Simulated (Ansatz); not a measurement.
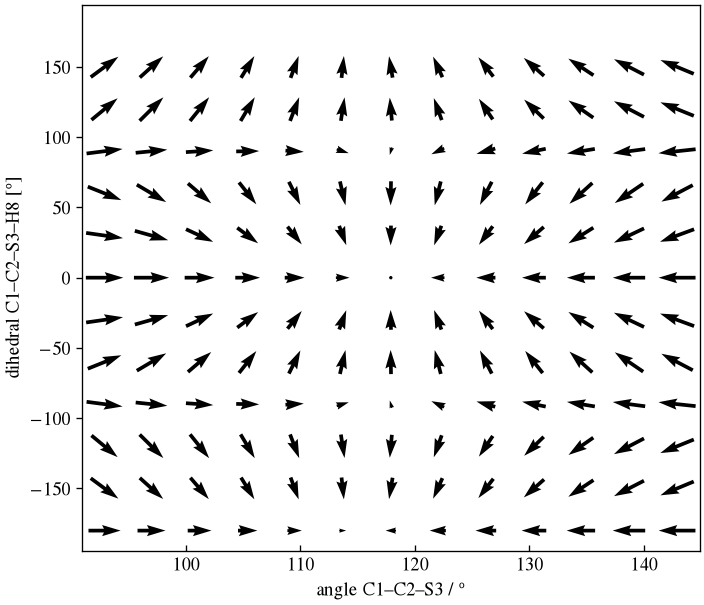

C₂H₄SSe, SMILES CC(S)=[Se]. The first coordinate is: angle C1–C2–S3; the second: dihedral C1–C2–S3–H8. Nothing is relaxed (all other coordinates rigid). Grid: 13 × 12 points. The calculation used Ansatz 0.2.0, RKS PBE-D4/def2-SVP.

Drawn: arrows along the force (downhill), their lengths compressed.

### The arrows alone are given. Where are the wells?

The arrows converge at angle C1–C2–S3 = 117.9°, dihedral C1–C2–S3–H8 = 0°; about angle C1–C2–S3 = 115°, dihedral C1–C2–S3–H8 = −180° (0.006 eV up) (read from the interpolated surface).

The energy map of the same scan:

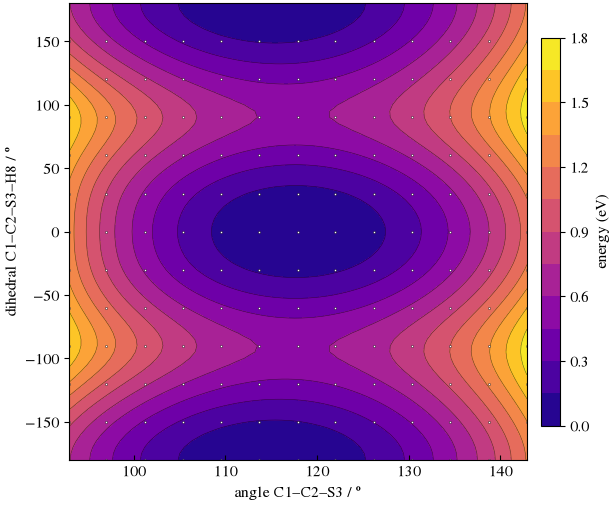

Energies are in eV, from the lowest grid point; between grid points the surface is interpolated.
